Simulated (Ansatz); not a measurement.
## Response to strain in BaF2

Consider BaF$_{2}$ in the fluorite structure (space group Fm-3m, No. 225).

```xyz
3
Lattice="0.0000 3.0687 3.0687 3.0687 0.0000 3.0687 3.0687 3.0687 0.0000" Properties=species:S:1:pos:R:3 pbc="T T T"
Ba     0.0000     0.0000     0.0000
F      1.5344     1.5344     1.5344
F      4.6031     4.6031     4.6031
```

Strains are applied to the cell and any free atomic positions relax.

The values are results of PBEsol, PAW, 420 eV (Ansatz, a program for electronic structure; without spin-orbit coupling), not measurements.

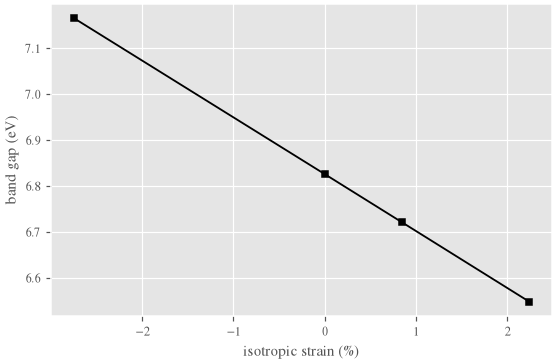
*Band gap against isotropic strain*

Q: From the plot, what is the band gap for isotropic strain −2.75 %?

A: About 7.17 eV.

Q: Is the trend monotonic over the range shown?

A: Yes, it falls throughout, spanning 6.55 eV to 7.17 eV.

Stability against distortions was not tested.
